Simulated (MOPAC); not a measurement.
Potential energy surface of H₂P, doublet: map of symmetric stretch and bend. Scanned: P-H bond length and H-P-H angle.

Method: PM3, unrestricted, heats of formation run with MOPAC.

Energy in eV above the lowest grid point; x is the P-H bond length (Å), y the H-P-H angle (°).

```
y \ x   1.21   1.30   1.37   1.44   1.51   1.58   1.65   1.72   1.79   1.87   1.92
-----  -----  -----  -----  -----  -----  -----  -----  -----  -----  -----  -----
180    3.348  3.107  3.017  2.994  3.044  3.177  3.398  3.694  4.043  4.469  4.734
173    1.857  1.864  1.982  2.177  2.389  2.565  2.803  3.110  3.466  3.898  4.165
163    1.642  1.608  1.691  1.835  2.073  2.328  2.628  2.978  3.366  3.825  4.106
153    1.328  1.254  1.308  1.439  1.641  1.901  2.341  2.753  3.193  3.698  4.001
143    0.989  0.887  0.922  1.040  1.242  1.535  1.906  2.327  2.957  3.525  3.861
133    0.679  0.555  0.578  0.687  0.886  1.184  1.579  2.049  2.552  3.118  3.694
123    0.427  0.289  0.302  0.404  0.601  0.899  1.300  1.789  2.332  2.952  3.315
113    0.249  0.105  0.110  0.205  0.397  0.694  1.097  1.592  2.150  2.808  3.197
103    0.156  0.009  0.011  0.100  0.285  0.577  0.977  1.472  2.035  2.709  3.114
93     0.163  0.000  0.001  0.089  0.269  0.553  0.946  1.436  1.995  2.671  3.080
83     0.313  0.097  0.077  0.158  0.337  0.618  1.004  1.484  2.033  2.696  3.098
70     0.767  0.467  0.373  0.393  0.530  0.789  1.164  1.636  2.172  2.804  3.182
```

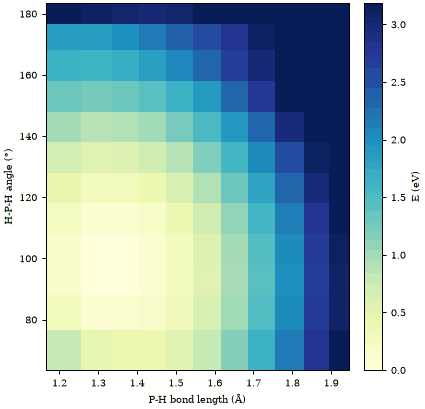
Fig. 1. Energy surface, cut off at 3 eV.

Points that lie below all their neighbours on the grid: x = 1.30, y = 93 (0.000 eV).
